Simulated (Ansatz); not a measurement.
## Geometry relaxation of BN$_{3}$H$_{7}$Cl (part 1 of 2)

BN$_{3}$H$_{7}$Cl, computed with RKS r2SCAN/6-31G* (Ansatz 0.2.0).

It belongs to a series of runs on one base structure; here: end point A relaxed. Figures and captions count atoms from 1; the log counts them from 0 in places.

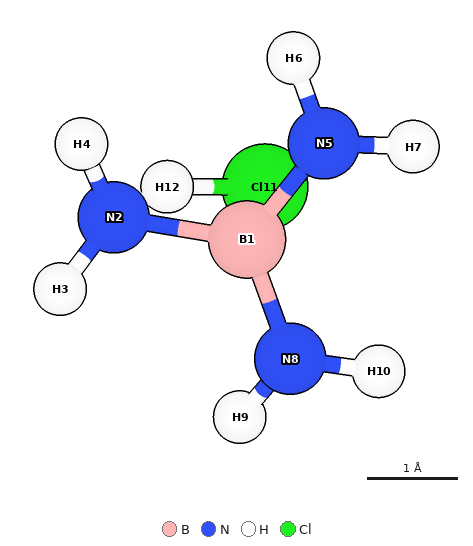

The input geometry (ball-and-stick view, seen at a tilt; atoms are numbered from 1 in the order of the input). Bond lengths as drawn: B–N 1.42 to 1.51 Å, Cl–H 1.34 Å and H–N 1.01 Å.

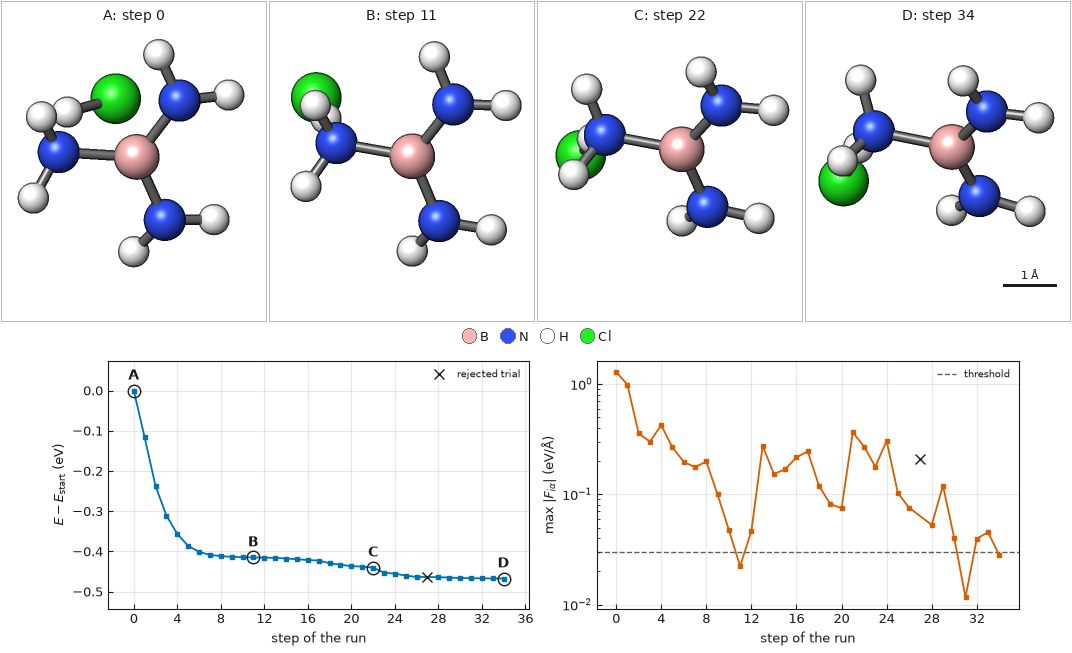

Frames of the relaxation (ball-and-stick view, seen at a tilt) above the curves, on which the letters mark them (the first geometry is step 0 here and step 1 in the log).

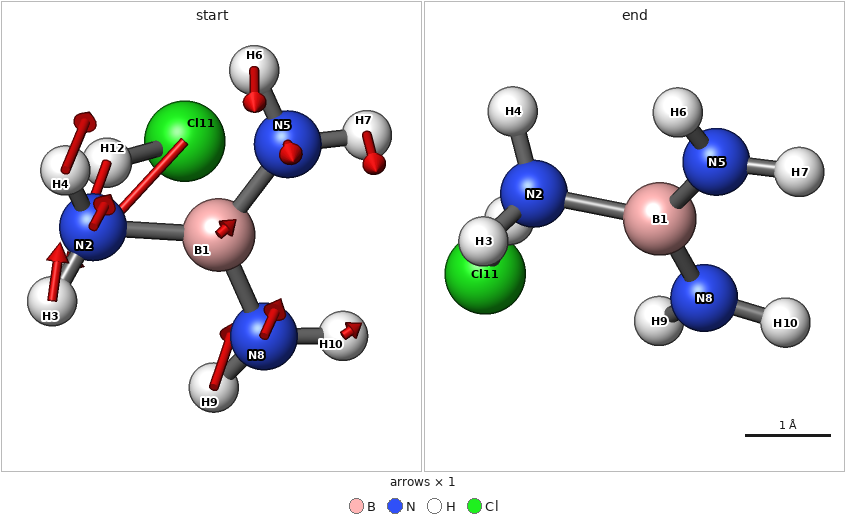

Before (left) and after (right) the relaxation, at one scale (ball-and-stick view, seen at a tilt). The red arrows give the displacements, at true length. The atom that moves furthest after the best rigid fit is Cl11 (2.15 Å). Largest moves by element: Cl 2.15 Å, H 1.28 Å, N 0.67 Å, B 0.30 Å. Distances before and after: N2–H12 2.244 → 1.178 Å, Cl11–H12 1.337 → 1.701 Å, B1–N8 1.429 → 1.396 Å, B1–N2 1.508 → 1.540 Å. New bonds form: N2–H12 (2.24 → 1.18 Å). Among the angles that change: N5–B1–N8 122.6° → 127.7°, B1–N8–H10 119.1° → 124.0°, H9–N8–H10 110.7° → 114.9°. The energy falls by 0.467 eV in 34 geometry steps. Largest force component: 1.3 eV/Å at the start, 0.028 eV/Å at the end. The line search rejected the trial step at point 27 (counted from 0) and went back. (Atoms are counted from 1 in the order of the input.)

These pictures come from the run below.

## Input
```yaml
crystal:
  periodic: [false, false, false]
  atoms:
    - { symbol: B, position_ang: [-0.021291, -0.159293, 0.096728] }
    - { symbol: "N", position_ang: [-0.012075, -0.378994, 1.588574] }
    - { symbol: H, position_ang: [-0.768857, -0.94158, 1.959182] }
    - { symbol: H, position_ang: [0.867626, -0.669409, 1.9989] }
    - { symbol: "N", position_ang: [1.214908, 0.03212, -0.583053] }
    - { symbol: H, position_ang: [2.076181, 0.175952, -0.077013] }
    - { symbol: H, position_ang: [1.242252, 0.450049, -1.501445] }
    - { symbol: "N", position_ang: [-1.273618, -0.227125, -0.588951] }
    - { symbol: H, position_ang: [-2.130958, -0.081062, -0.072847] }
    - { symbol: H, position_ang: [-1.345639, 0.160801, -1.51998] }
    - { symbol: Cl, position_ang: [-0.477947, 2.835835, 0.646833] }
    - { symbol: H, position_ang: [-0.348682, 1.839205, 1.529173] }
basis:
  gaussian: { orbitals: "6-31G*" }
hamiltonian:
  xc: r2scan
relax:
  f_tol: 0.03
  max_steps: 50
```

Launched with:
```bash
ansatz run input.yaml --threads 2 --pin off --max-ram 3072MiB --backend cpu --events-out ev --progress --plain --runs-dir out
```

## Log
```
The last accepted step is kept in [file] (removed where the run ends without a failure and the disk answers)
Engine: ansatz 0.2.0, aarch64-unknown-linux-gnu
Functional definition: r2SCAN
  parameter k0 = 0.174
  parameter k1 = 0.065
  parameter a1 = 4.9479
  exchange = r2scan_x(k0 = k0, k1 = k1, a1 = a1)
  correlation = r2scan_c
1228 factors; their error is unknown
mean field evaluation 1: about -17768.1052 eV, gradient 8.3e1 eV
mean field evaluation 2: about -17748.5093 eV, gradient 1.2e2 eV
mean field evaluation 4: about -17781.4460 eV, gradient 7.4e0 eV
mean field evaluation 8: about -17781.5629 eV, gradient 3.7e-1 eV
mean field evaluation 16: about -17781.5089 eV, gradient 1.8e-3 eV
mean field -17781.50886563 eV, -653.4583980725 hartree, gradient 1.9e-5 eV, S^2 0.000000; 0 other end points of the search recorded, 0 dependent functions left out
the calculation of the forces begins
reference -17781.50887292 eV, -653.4583983402 hartree; 25, 25 occupied and 68, 68 virtual orbitals, 1228 factors
relax step   1: F+E_penalty+E_count = -17781.50886563 eV  Δ(F+E_penalty+E_count) = +0.000e0 eV  max|allowed force component| = 1.292e0 eV/Å  Δτ_max = 0.0000 Å  (30 SCF iters, accepted)
these checks for a lower state are left out or cut short: starts, cluster_reference, orbital_swaps, neighbouring_geometries, increment
1228 factors; their error is unknown
mean field -17781.62552205 eV, -653.4626851167 hartree, gradient 1.1e-5 eV, S^2 0.000000; 0 other end points of the search recorded, 0 dependent functions left out
[... from here on the field's lines of each further geometry are left out, up to the last ...]
relax step   2: F+E_penalty+E_count = -17781.62552205 eV  Δ(F+E_penalty+E_count) = -1.167e-1 eV  max|allowed force component| = 9.864e-1 eV/Å  Δτ_max = 0.1964 Å  (29 SCF iters, accepted)
relax step   3: F+E_penalty+E_count = -17781.74634533 eV  Δ(F+E_penalty+E_count) = -1.208e-1 eV  max|allowed force component| = 3.565e-1 eV/Å  Δτ_max = 0.1978 Å  (28 SCF iters, accepted)
relax step   4: F+E_penalty+E_count = -17781.81951989 eV  Δ(F+E_penalty+E_count) = -7.317e-2 eV  max|allowed force component| = 3.007e-1 eV/Å  Δτ_max = 0.1949 Å  (27 SCF iters, accepted)
relax step   5: F+E_penalty+E_count = -17781.86523928 eV  Δ(F+E_penalty+E_count) = -4.572e-2 eV  max|allowed force component| = 4.236e-1 eV/Å  Δτ_max = 0.1945 Å  (28 SCF iters, accepted)
relax step   6: F+E_penalty+E_count = -17781.89506112 eV  Δ(F+E_penalty+E_count) = -2.982e-2 eV  max|allowed force component| = 2.664e-1 eV/Å  Δτ_max = 0.1946 Å  (28 SCF iters, accepted)
relax step   7: F+E_penalty+E_count = -17781.90952277 eV  Δ(F+E_penalty+E_count) = -1.446e-2 eV  max|allowed force component| = 1.971e-1 eV/Å  Δτ_max = 0.1985 Å  (28 SCF iters, accepted)
relax step   8: F+E_penalty+E_count = -17781.91754011 eV  Δ(F+E_penalty+E_count) = -8.017e-3 eV  max|allowed force component| = 1.763e-1 eV/Å  Δτ_max = 0.0907 Å  (30 SCF iters, accepted)
relax step   9: F+E_penalty+E_count = -17781.92012873 eV  Δ(F+E_penalty+E_count) = -2.589e-3 eV  max|allowed force component| = 1.986e-1 eV/Å  Δτ_max = 0.0810 Å  (29 SCF iters, accepted)
relax step  10: F+E_penalty+E_count = -17781.92232841 eV  Δ(F+E_penalty+E_count) = -2.200e-3 eV  max|allowed force component| = 9.976e-2 eV/Å  Δτ_max = 0.0251 Å  (30 SCF iters, accepted)
relax step  11: F+E_penalty+E_count = -17781.92295676 eV  Δ(F+E_penalty+E_count) = -6.283e-4 eV  max|allowed force component| = 4.768e-2 eV/Å  Δτ_max = 0.0556 Å  (29 SCF iters, accepted)
relax step  12: F+E_penalty+E_count = -17781.92367169 eV  Δ(F+E_penalty+E_count) = -7.149e-4 eV  max|allowed force component| = 2.233e-2 eV/Å  Δτ_max = 0.0488 Å  (29 SCF iters, accepted)
relax step  13: F+E_penalty+E_count = -17781.92420611 eV  Δ(F+E_penalty+E_count) = -5.344e-4 eV  max|allowed force component| = 4.658e-2 eV/Å  Δτ_max = 0.0482 Å  (29 SCF iters, accepted)
relax step  14: F+E_penalty+E_count = -17781.92468706 eV  Δ(F+E_penalty+E_count) = -4.809e-4 eV  max|allowed force component| = 2.751e-1 eV/Å  Δτ_max = 0.1981 Å  (28 SCF iters, accepted)
relax step  15: F+E_penalty+E_count = -17781.92633960 eV  Δ(F+E_penalty+E_count) = -1.653e-3 eV  max|allowed force component| = 1.529e-1 eV/Å  Δτ_max = 0.0420 Å  (29 SCF iters, accepted)
relax step  16: F+E_penalty+E_count = -17781.92808696 eV  Δ(F+E_penalty+E_count) = -1.747e-3 eV  max|allowed force component| = 1.690e-1 eV/Å  Δτ_max = 0.0828 Å  (29 SCF iters, accepted)
relax step  17: F+E_penalty+E_count = -17781.93021482 eV  Δ(F+E_penalty+E_count) = -2.128e-3 eV  max|allowed force component| = 2.166e-1 eV/Å  Δτ_max = 0.1952 Å  (29 SCF iters, accepted)
relax step  18: F+E_penalty+E_count = -17781.93133144 eV  Δ(F+E_penalty+E_count) = -1.117e-3 eV  max|allowed force component| = 2.452e-1 eV/Å  Δτ_max = 0.1105 Å  (29 SCF iters, accepted)
relax step  19: F+E_penalty+E_count = -17781.93796378 eV  Δ(F+E_penalty+E_count) = -6.632e-3 eV  max|allowed force component| = 1.194e-1 eV/Å  Δτ_max = 0.1272 Å  (27 SCF iters, accepted)
relax step  20: F+E_penalty+E_count = -17781.94183447 eV  Δ(F+E_penalty+E_count) = -3.871e-3 eV  max|allowed force component| = 8.178e-2 eV/Å  Δτ_max = 0.0738 Å  (28 SCF iters, accepted)
relax step  21: F+E_penalty+E_count = -17781.94527888 eV  Δ(F+E_penalty+E_count) = -3.444e-3 eV  max|allowed force component| = 7.492e-2 eV/Å  Δτ_max = 0.0783 Å  (28 SCF iters, accepted)
relax step  22: F+E_penalty+E_count = -17781.94647029 eV  Δ(F+E_penalty+E_count) = -1.191e-3 eV  max|allowed force component| = 3.654e-1 eV/Å  Δτ_max = 0.1956 Å  (29 SCF iters, accepted)
relax step  23: F+E_penalty+E_count = -17781.94893026 eV  Δ(F+E_penalty+E_count) = -2.460e-3 eV  max|allowed force component| = 2.702e-1 eV/Å  Δτ_max = 0.0512 Å  (32 SCF iters, accepted)
relax step  24: F+E_penalty+E_count = -17781.96151376 eV  Δ(F+E_penalty+E_count) = -1.258e-2 eV  max|allowed force component| = 1.783e-1 eV/Å  Δτ_max = 0.0880 Å  (29 SCF iters, accepted)
relax step  25: F+E_penalty+E_count = -17781.96392782 eV  Δ(F+E_penalty+E_count) = -2.414e-3 eV  max|allowed force component| = 3.050e-1 eV/Å  Δτ_max = 0.1641 Å  (28 SCF iters, accepted)
relax step  26: F+E_penalty+E_count = -17781.96874452 eV  Δ(F+E_penalty+E_count) = -4.817e-3 eV  max|allowed force component| = 1.028e-1 eV/Å  Δτ_max = 0.0944 Å  (30 SCF iters, accepted)
relax step  27: F+E_penalty+E_count = -17781.97210170 eV  Δ(F+E_penalty+E_count) = -3.357e-3 eV  max|allowed force component| = 7.561e-2 eV/Å  Δτ_max = 0.0422 Å  (29 SCF iters, accepted)
relax step  28: F+E_penalty+E_count = -17781.97168254 eV  Δ(F+E_penalty+E_count) = +4.192e-4 eV  max|allowed force component| = 2.084e-1 eV/Å  Δτ_max = 0.0101 Å  (31 SCF iters, rejected (line search))
relax step  29: F+E_penalty+E_count = -17781.97270414 eV  Δ(F+E_penalty+E_count) = -6.024e-4 eV  max|allowed force component| = 5.289e-2 eV/Å  Δτ_max = 0.0049 Å  (31 SCF iters, accepted)
relax step  30: F+E_penalty+E_count = -17781.97367379 eV  Δ(F+E_penalty+E_count) = -9.696e-4 eV  max|allowed force component| = 1.198e-1 eV/Å  Δτ_max = 0.0658 Å  (29 SCF iters, accepted)
relax step  31: F+E_penalty+E_count = -17781.97484965 eV  Δ(F+E_penalty+E_count) = -1.176e-3 eV  max|allowed force component| = 4.010e-2 eV/Å  Δτ_max = 0.0251 Å  (30 SCF iters, accepted)
relax step  32: F+E_penalty+E_count = -17781.97533403 eV  Δ(F+E_penalty+E_count) = -4.844e-4 eV  max|allowed force component| = 1.167e-2 eV/Å  Δτ_max = 0.0324 Å  (30 SCF iters, accepted)
relax step  33: F+E_penalty+E_count = -17781.97569606 eV  Δ(F+E_penalty+E_count) = -3.620e-4 eV  max|allowed force component| = 3.977e-2 eV/Å  Δτ_max = 0.0626 Å  (29 SCF iters, accepted)
relax step  34: F+E_penalty+E_count = -17781.97588112 eV  Δ(F+E_penalty+E_count) = -1.851e-4 eV  max|allowed force component| = 4.536e-2 eV/Å  Δτ_max = 0.0288 Å  (29 SCF iters, accepted)
the calculation of the forces begins
reference -17781.97605651 eV, -653.4755670206 hartree; 25, 25 occupied and 68, 68 virtual orbitals, 1228 factors
relax step  35: F+E_penalty+E_count = -17781.97604900 eV  Δ(F+E_penalty+E_count) = -1.679e-4 eV  max|allowed force component| = 2.800e-2 eV/Å  Δτ_max = 0.0171 Å  (29 SCF iters, accepted)
1228 factors; their error is unknown
mean field -17781.97604900 eV, -653.4755667444 hartree, gradient 2.7e-5 eV, S^2 0.000000; 1 other end points of the search recorded, 0 dependent functions left out
the calculation of the forces begins
reference -17781.97605651 eV, -653.4755670206 hartree; 25, 25 occupied and 68, 68 virtual orbitals, 1228 factors
Total energy: -17781.97605651 eV, -653.4755670206 hartree
Atom 0 at     0.104944     0.019675    -0.096342 Å, force    -0.008689     0.000784    -0.027997 eV/Å
Atom 1 at     0.185626     0.309288     1.413649 Å, force    -0.006793    -0.005100     0.008493 eV/Å
Atom 2 at    -0.024106    -0.512996     1.982684 Å, force     0.005111    -0.002059     0.000625 eV/Å
Atom 3 at     1.088112     0.675338     1.719613 Å, force    -0.002097     0.003669     0.001453 eV/Å
Atom 4 at     1.248995    -0.512329    -0.731614 Å, force    -0.004154     0.000469     0.013427 eV/Å
Atom 5 at     2.078517    -0.812294    -0.242910 Å, force    -0.002056     0.002034     0.001889 eV/Å
Atom 6 at     1.282537    -0.699137    -1.723348 Å, force    -0.004974     0.002851     0.000245 eV/Å
Atom 7 at    -1.130336     0.319064    -0.674035 Å, force     0.003060     0.000578    -0.003876 eV/Å
Atom 8 at    -1.809897     0.875256    -0.152840 Å, force     0.008770    -0.004096     0.006295 eV/Å
Atom 9 at    -1.338796     0.201976    -1.654576 Å, force     0.004883    -0.002427     0.001316 eV/Å
Atom 10 at    -2.007882     2.086928     1.943492 Å, force    -0.004482     0.004321     0.003447 eV/Å
Atom 11 at    -0.655814     1.085730     1.692329 Å, force     0.011421    -0.001023    -0.005317 eV/Å
Dipole moment:     1.356148    -1.159505    -0.683631 e Å
```

## Trajectory as extended XYZ (Å, eV, eV/Å), 18 of the 35 frames kept, from step=1 to step=35
```
12
Properties=species:S:1:pos:R:3:forces:R:3 step=1 energy=-17781.50887
B    -0.0213   -0.1593    0.0967    0.0340  -0.6815   1.1580
N    -0.0121   -0.3790    1.5886   -0.0655   0.6674  -1.2916
H    -0.7689   -0.9416    1.9592   -0.0061  -0.0012   0.0083
H     0.8676   -0.6694    1.9989   -0.0050  -0.0080   0.0041
N     1.2149    0.0321   -0.5831   -0.0293  -0.0316   0.0221
H     2.0762    0.1760   -0.0770   -0.0084   0.0188   0.0072
H     1.2423    0.4500   -1.5014    0.0034   0.0196  -0.0140
N    -1.2736   -0.2271   -0.5890    0.0387  -0.0006   0.0054
H    -2.1310   -0.0811   -0.0728    0.0354  -0.0064  -0.0023
H    -1.3456    0.1608   -1.5200   -0.0082  -0.0001   0.0078
Cl   -0.4779    2.8358    0.6468    0.0252  -0.2244   0.7359
H    -0.3487    1.8392    1.5292   -0.0140   0.2481  -0.6409
12
Properties=species:S:1:pos:R:3:forces:R:3 step=3 energy=-17781.74634
B    -0.0199   -0.1898    0.0709   -0.0365   0.1180  -0.0848
N    -0.0337   -0.2231    1.5478   -0.0075  -0.0696  -0.1592
H    -0.7960   -0.7579    1.9636    0.1051   0.1814  -0.0237
H     0.8404   -0.4954    1.9946   -0.1264   0.1128  -0.0227
N     1.2194   -0.0053   -0.6069   -0.0782  -0.1193   0.0750
H     2.0679    0.1903   -0.0962    0.0013   0.0227   0.0038
H     1.2466    0.3829   -1.5390   -0.0097  -0.0503  -0.0114
N    -1.2705   -0.2654   -0.6174    0.1567  -0.0701   0.0683
H    -2.1236   -0.0841   -0.1076   -0.0268   0.0021   0.0234
H    -1.3368    0.0923   -1.5601    0.0114  -0.0474  -0.0355
Cl   -0.4746    2.8194    0.9495    0.0310  -0.2512   0.3565
H    -0.2974    1.5726    1.4768   -0.0204   0.1709  -0.1897
```
